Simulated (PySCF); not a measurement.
# AlH: bond curves at several levels of theory, part 2 of 2

PySCF 2.14.0; Al cc-pV(T+d)Z, H cc-pVTZ; no relativity. Earlier steps stand in the parts before.

### Step 8. PW91

Log of the SCF at 1.665 Å:

```text
[... 17 set-up lines left out, the same as in an earlier log ...]
XC functionals = PW91,PW91
    J. P. Perdew. In P. Ziesche and H. Eschrig, editors, Proceedings of the 75. WE-Heraeus-Seminar and 21st Annual International Symposium on Electronic Structure of Solids, 11. Berlin, 1991. Akademie Verlag.
    J. P. Perdew, J. A. Chevary, S. H. Vosko, K. A. Jackson, M. R. Pederson, D. J. Singh, and C. Fiolhais.,  Phys. Rev. B 46, 6671 (1992)
    J. P. Perdew, J. A. Chevary, S. H. Vosko, K. A. Jackson, M. R. Pederson, D. J. Singh, and C. Fiolhais.,  Phys. Rev. B 48, 4978 (1993)
    J. P. Perdew. In P. Ziesche and H. Eschrig, editors, Proceedings of the 75. WE-Heraeus-Seminar and 21st Annual International Symposium on Electronic Structure of Solids, 11. Berlin, 1991. Akademie Verlag.
    J. P. Perdew, J. A. Chevary, S. H. Vosko, K. A. Jackson, M. R. Pederson, D. J. Singh, and C. Fiolhais.,  Phys. Rev. B 46, 6671 (1992)
    J. P. Perdew, J. A. Chevary, S. H. Vosko, K. A. Jackson, M. R. Pederson, D. J. Singh, and C. Fiolhais.,  Phys. Rev. B 48, 4978 (1993)
[... 2 set-up lines left out, the same as in an earlier log ...]
init E= -242.958386249716
cycle= 1 E= -242.959001665982  delta_E= -0.000615  |g|= 0.00583  |ddm|= 0.129
cycle= 2 E= -242.959009010668  delta_E= -7.34e-06  |g|= 0.00272  |ddm|= 0.0144
cycle= 3 E= -242.959010562219  delta_E= -1.55e-06  |g|= 0.00015  |ddm|= 0.00371
cycle= 4 E= -242.959010572458  delta_E= -1.02e-08  |g|= 5.3e-05  |ddm|= 0.000669
cycle= 5 E= -242.959010575199  delta_E= -2.74e-09  |g|= 9.67e-06  |ddm|= 0.000241
cycle= 6 E= -242.95901057532  delta_E= -1.22e-10  |g|= 3.33e-06  |ddm|= 4.02e-05
Extra cycle  E= -242.959010575323  delta_E= -3.13e-12  |g|= 2.55e-06  |ddm|= 1.55e-05
converged SCF energy = -242.959010575323  <S^2> = -2.4868996e-14  2S+1 = 1
```

Re = 1.675 Å, ωe = 1591 cm⁻¹, ωexe = 25.5 cm⁻¹, αe = 0.178 cm⁻¹, Be = 6.185 cm⁻¹, De = 3.04 eV, μ = -0.15 D. 5.8 s of CPU time for 12 points, integrals apart.

### Step 9. M06-2X

The SCF at the reference distance, 1.665 Å, printed:

```text
[... 17 set-up lines left out, the same as in an earlier log ...]
XC functionals = M062X
    Y. Zhao and D. G. Truhlar.,  Theor. Chem. Acc. 120, 215 (2008)
    Y. Zhao and D. G. Truhlar.,  Theor. Chem. Acc. 120, 215 (2008)
[... 2 set-up lines left out, the same as in an earlier log ...]
init E= -242.960085580941
cycle= 1 E= -242.960606573946  delta_E= -0.000521  |g|= 0.00315  |ddm|= 0.151
cycle= 2 E= -242.960618069871  delta_E= -1.15e-05  |g|= 0.000896  |ddm|= 0.0184
cycle= 3 E= -242.96061869809  delta_E= -6.28e-07  |g|= 0.000193  |ddm|= 0.00527
cycle= 4 E= -242.960618745085  delta_E= -4.7e-08  |g|= 3.58e-05  |ddm|= 0.00154
cycle= 5 E= -242.960618746295  delta_E= -1.21e-09  |g|= 6.29e-06  |ddm|= 0.000255
cycle= 6 E= -242.960618746348  delta_E= -5.27e-11  |g|= 9.78e-07  |ddm|= 6.12e-05
Extra cycle  E= -242.960618746348  delta_E= -8.24e-13  |g|= 3.2e-07  |ddm|= 4.16e-06
converged SCF energy = -242.960618746348  <S^2> = -1.8651747e-14  2S+1 = 1
```

Re = 1.649 Å, ωe = 1684 cm⁻¹, ωexe = 27.9 cm⁻¹, αe = 0.185 cm⁻¹, Be = 6.384 cm⁻¹, De = 3.19 eV, μ = -0.20 D. 13 s of CPU time for 12 points, integrals apart.

### Step 10. HSE06 (range-separated hybrid)

The SCF at the reference distance, 1.665 Å, printed:

```text
[... 17 set-up lines left out, the same as in an earlier log ...]
XC functionals = HSE06
    J. Heyd, G. E. Scuseria, and M. Ernzerhof.,  J. Chem. Phys. 118, 8207 (2003)
    J. Heyd, G. E. Scuseria, and M. Ernzerhof.,  J. Chem. Phys. 124, 219906 (2006)
    A. V. Krukau, O. A. Vydrov, A. F. Izmaylov, and G. E. Scuseria.,  J. Chem. Phys. 125, 224106 (2006)
[... 2 set-up lines left out, the same as in an earlier log ...]
init E= -242.878127964041
cycle= 1 E= -242.878141366998  delta_E= -1.34e-05  |g|= 0.00139  |ddm|= 0.0205
cycle= 2 E= -242.878141685362  delta_E= -3.18e-07  |g|= 0.000673  |ddm|= 0.00268
cycle= 3 E= -242.87814179748  delta_E= -1.12e-07  |g|= 3.93e-05  |ddm|= 0.00104
cycle= 4 E= -242.878141798656  delta_E= -1.18e-09  |g|= 1.13e-05  |ddm|= 0.000181
cycle= 5 E= -242.878141798787  delta_E= -1.3e-10  |g|= 1.4e-06  |ddm|= 4.95e-05
Extra cycle  E= -242.878141798788  delta_E= -1.25e-12  |g|= 8.51e-07  |ddm|= 6.27e-06
converged SCF energy = -242.878141798788  <S^2> = -2.4868996e-14  2S+1 = 1
```

Re = 1.664 Å, ωe = 1638 cm⁻¹, ωexe = 25.0 cm⁻¹, αe = 0.173 cm⁻¹, Be = 6.267 cm⁻¹, De = 2.99 eV, μ = -0.08 D. 11 s of CPU time for 12 points, integrals apart.

### Step 11. RHF (mean field)

Log of the SCF at 1.665 Å:

```text
******** <class 'pyscf.scf.hf_symm.SymAdaptedRHF'> ********
method = SymAdaptedRHF
[... 11 set-up lines left out, the same as in an earlier log ...]
max_memory 909 MB (current use 299 MB)
Overwritten attributes  get_jk get_occ get_j get_k get_hcore  of <class 'pyscf.scf.hf_symm.SymAdaptedRHF'>
[... 1 set-up line left out, the same as in an earlier log ...]
init E= -242.458336645321
cycle= 1 E= -242.462157893705  delta_E= -0.00382  |g|= 0.0202  |ddm|= 0.26
cycle= 2 E= -242.462332496598  delta_E= -0.000175  |g|= 0.0051  |ddm|= 0.0452
cycle= 3 E= -242.462348341381  delta_E= -1.58e-05  |g|= 0.00131  |ddm|= 0.0178
cycle= 4 E= -242.462349481181  delta_E= -1.14e-06  |g|= 0.000237  |ddm|= 0.00548
cycle= 5 E= -242.462349527135  delta_E= -4.6e-08  |g|= 2.69e-05  |ddm|= 0.0017
cycle= 6 E= -242.462349527943  delta_E= -8.08e-10  |g|= 4.25e-06  |ddm|= 0.000305
Extra cycle  E= -242.462349527961  delta_E= -1.73e-11  |g|= 1.71e-06  |ddm|= 4.01e-05
converged SCF energy = -242.462349527961
```

Re = 1.648 Å, ωe = 1726 cm⁻¹, ωexe = 24.8 cm⁻¹, αe = 0.165 cm⁻¹, Be = 6.388 cm⁻¹, De = 2.27 eV, μ = 0.11 D. 1 s of CPU time for 12 points, integrals apart.

### Step 12. MP2 and coupled cluster

Reference: RHF; core orbitals frozen: 5.

The coupled-cluster run at the reference distance, 1.665 Å, printed:

```text
******** <class 'pyscf.cc.ccsd.CCSD'> ********
CC2 = 0
CCSD nocc = 2, nmo = 48
frozen orbitals [0, 1, 2, 3, 4]
max_cycle = 80
direct = 0
conv_tol = 1e-07
conv_tol_normt = 1e-05
diis_space = 8
diis_start_cycle = 0
diis_start_energy_diff = 1e+09
max_memory 909 MB (current use 318 MB)
Init t2, MP2 energy = -242.524407477449  E_corr(MP2) -0.0620579494887104
Init E_corr(CCSD) = -0.0620579494906814
cycle = 1  E_corr(CCSD) = -0.0748378973446071  dE = -0.0127799479  norm(t1,t2) = 0.0508141
cycle = 2  E_corr(CCSD) = -0.0791415861236679  dE = -0.00430368878  norm(t1,t2) = 0.024338
cycle = 3  E_corr(CCSD) = -0.0826234803597835  dE = -0.00348189424  norm(t1,t2) = 0.013134
cycle = 4  E_corr(CCSD) = -0.0825012805606396  dE = 0.000122199799  norm(t1,t2) = 0.00234625
cycle = 5  E_corr(CCSD) = -0.0824663961829013  dE = 3.48843777e-05  norm(t1,t2) = 0.000535437
cycle = 6  E_corr(CCSD) = -0.0824705915741536  dE = -4.19539125e-06  norm(t1,t2) = 0.000208427
cycle = 7  E_corr(CCSD) = -0.082466703366543  dE = 3.88820761e-06  norm(t1,t2) = 5.81286e-05
cycle = 8  E_corr(CCSD) = -0.0824685402278083  dE = -1.83686127e-06  norm(t1,t2) = 1.53581e-05
cycle = 9  E_corr(CCSD) = -0.0824682866691663  dE = 2.53558642e-07  norm(t1,t2) = 3.91877e-06
cycle = 10  E_corr(CCSD) = -0.0824681686147975  dE = 1.18054369e-07  norm(t1,t2) = 1.10683e-06
cycle = 11  E_corr(CCSD) = -0.0824681648359571  dE = 3.77884041e-09  norm(t1,t2) = 2.85762e-07
CCSD converged
E(CCSD) = -242.5448176927966  E_corr = -0.08246816483595706
CCSD(T) correction = -0.00143319109130885
```

Correlation energy (eV) along the bond:

| R (Å) | MP2 | SCS-MP2 | CCSD | CCSD(T) | T1 |
| --- | --- | --- | --- | --- | --- |
| 1.432 | -1.699 | -1.963 | n/a | n/a | n/a |
| 1.498 | -1.695 | -1.958 | -2.244 | -2.281 | 0.013 |
| 1.565 | -1.691 | -1.954 | -2.243 | -2.280 | 0.013 |
| 1.615 | -1.690 | -1.952 | -2.243 | -2.281 | 0.013 |
| 1.665 | -1.689 | -1.950 | -2.244 | -2.283 | 0.013 |
| 1.715 | -1.688 | -1.950 | -2.246 | -2.286 | 0.013 |
| 1.782 | -1.688 | -1.949 | -2.250 | -2.291 | 0.014 |
| 1.865 | -1.689 | -1.951 | -2.258 | -2.300 | 0.014 |
| 1.965 | -1.691 | -1.953 | -2.269 | -2.313 | 0.016 |
| 2.098 | -1.694 | -1.958 | n/a | n/a | n/a |

RHF-MP2: Re = 1.646 Å, ωe = 1715 cm⁻¹, ωexe = 24.8 cm⁻¹, αe = 0.170 cm⁻¹, Be = 6.402 cm⁻¹, De = 2.99 eV.

RHF-SCS-MP2: Re = 1.646 Å, ωe = 1712 cm⁻¹, ωexe = 25.0 cm⁻¹, αe = 0.172 cm⁻¹, Be = 6.407 cm⁻¹, De = 3.11 eV.

RHF-CCSD: Re = 1.651 Å, ωe = 1685 cm⁻¹, ωexe = 26.0 cm⁻¹, αe = 0.176 cm⁻¹, Be = 6.367 cm⁻¹, De = 3.13 eV.

RHF-CCSD(T): Re = 1.652 Å, ωe = 1678 cm⁻¹, ωexe = 26.4 cm⁻¹, αe = 0.178 cm⁻¹, Be = 6.357 cm⁻¹, De = 3.13 eV.

### Step 13. The curves together

Energy (eV) from each level's lowest point:

| R (Å) | RHF | RHF-MP2 | RHF-SCS-MP2 | RHF-CCSD | RHF-CCSD(T) | PBE | PW91 | BP86 | r²SCAN | PBE0 | HSE06 | M06-2X |
| --- | --- | --- | --- | --- | --- | --- | --- | --- | --- | --- | --- | --- |
| 1.432 | 0.335 | 0.325 | 0.322 | n/a | n/a | 0.388 | 0.377 | 0.383 | 0.352 | 0.361 | 0.359 | 0.325 |
| 1.498 | 0.145 | 0.139 | 0.137 | 0.145 | 0.147 | 0.187 | 0.180 | 0.184 | 0.161 | 0.166 | 0.165 | 0.140 |
| 1.565 | 0.040 | 0.037 | 0.036 | 0.041 | 0.042 | 0.067 | 0.063 | 0.065 | 0.051 | 0.054 | 0.054 | 0.038 |
| 1.615 | 0.005 | 0.004 | 0.003 | 0.006 | 0.006 | 0.019 | 0.017 | 0.018 | 0.011 | 0.012 | 0.012 | 0.005 |
| 1.665 | 0.000 | 0.000 | 0.000 | 0.000 | 0.000 | 0.000 | 0.000 | 0.000 | 0.000 | 0.000 | 0.000 | 0.000 |
| 1.715 | 0.020 | 0.021 | 0.021 | 0.018 | 0.017 | 0.005 | 0.006 | 0.005 | 0.013 | 0.012 | 0.012 | 0.019 |
| 1.782 | 0.079 | 0.079 | 0.079 | 0.072 | 0.070 | 0.040 | 0.044 | 0.042 | 0.059 | 0.057 | 0.057 | 0.074 |
| 1.865 | 0.189 | 0.189 | 0.189 | 0.176 | 0.172 | 0.121 | 0.128 | 0.123 | 0.153 | 0.151 | 0.150 | 0.177 |
| 1.965 | 0.361 | 0.359 | 0.359 | 0.337 | 0.331 | 0.255 | 0.265 | 0.257 | 0.302 | 0.301 | 0.299 | 0.337 |
| 2.098 | 0.631 | 0.626 | 0.624 | n/a | n/a | 0.474 | 0.486 | 0.475 | 0.539 | 0.541 | 0.538 | 0.585 |

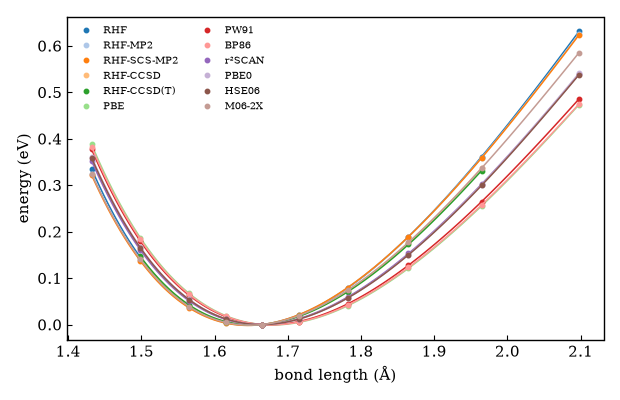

All levels on one scale; every curve starts from its own lowest point. Far from equilibrium a single determinant need not separate into the right atoms, and MP2 on it can jump.

### Step 14. Results

This closing draws on all 2 parts.

Lowest PBE0 solution found, without spin–orbit coupling: ¹Σ⁺ (singlet), closed shell. State 2 has its PBE0 minimum 1.66 eV higher. The other levels ran on the lowest alone.

| level | Re (Å) | ωe (cm⁻¹) | De (eV) | μ (D) |
| --- | --- | --- | --- | --- |
| RHF | 1.648 | 1726 | 2.27 | 0.11 |
| RHF-MP2 | 1.646 | 1715 | 2.99 | n/a |
| RHF-SCS-MP2 | 1.646 | 1712 | 3.11 | n/a |
| RHF-CCSD | 1.651 | 1685 | 3.13 | n/a |
| RHF-CCSD(T) | 1.652 | 1678 | 3.13 | n/a |
| PBE | 1.679 | 1582 | 3.01 | -0.14 |
| PW91 | 1.675 | 1591 | 3.04 | -0.15 |
| BP86 | 1.677 | 1582 | 3.17 | -0.17 |
| r²SCAN | 1.662 | 1639 | 3.02 | -0.01 |
| PBE0 | 1.664 | 1642 | 2.99 | -0.06 |
| HSE06 | 1.664 | 1638 | 2.99 | -0.08 |
| M06-2X | 1.649 | 1684 | 3.19 | -0.20 |

De is counted to Al + H in their ground configurations. A positive dipole means Al(−)H(+).

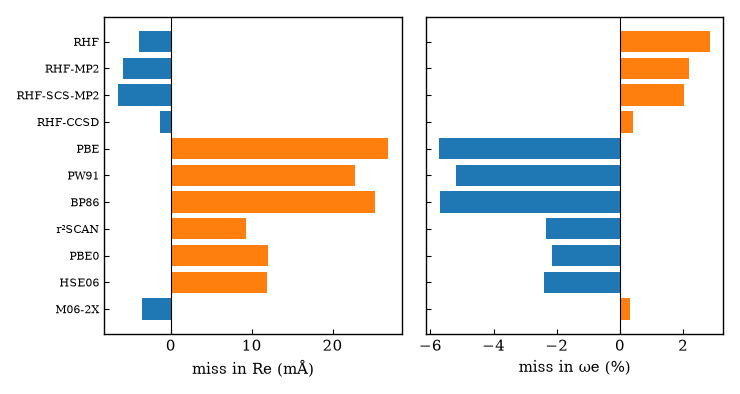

How far each level lies from CCSD(T) in the same basis.

Time per point (s) on 1 thread, shared host (CPU time, shared integrals of 0.15 s apart; correlated levels include their reference; CCSD comes with the CCSD(T) run); the times are rough: RHF 0.083, RHF-MP2 0.13, RHF-SCS-MP2 0.13, PBE 0.7, PW91 0.48, BP86 0.47, r²SCAN 0.99, PBE0 1.1, HSE06 0.94, M06-2X 1.1; the reference 0.86.

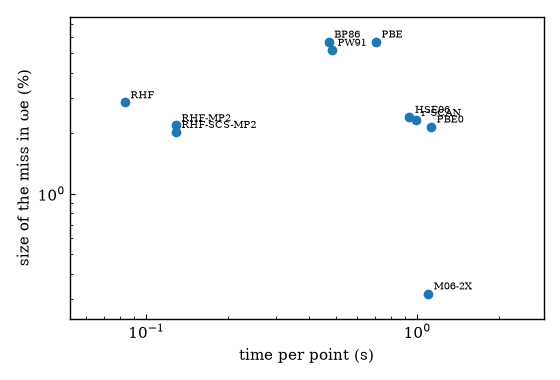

What each level's time buys in the wavenumber.

The cheapest levels within 10 mÅ and 2.5 % of CCSD(T): RHF-MP2 (0.13 s), RHF-SCS-MP2 (0.13 s). The dearest run takes 1.1 s.

**Reading.** Against CCSD(T) in the same basis, the bond length is nearest at RHF-CCSD (-1 mÅ) and farthest at PBE (+27 mÅ); the wavenumber is nearest at M06-2X (+0.3 %) and farthest at PBE and BP86 (-5.7 %). Hartree–Fock makes the bond too short and too stiff against this reference, as it mostly does. PBE gives a bond that is too long and too soft, as GGAs tend to. Of the levels with a De here, RHF gives the least (2.27 eV) and M06-2X the most (3.19 eV).

Correlated steps freeze 5 core orbitals.
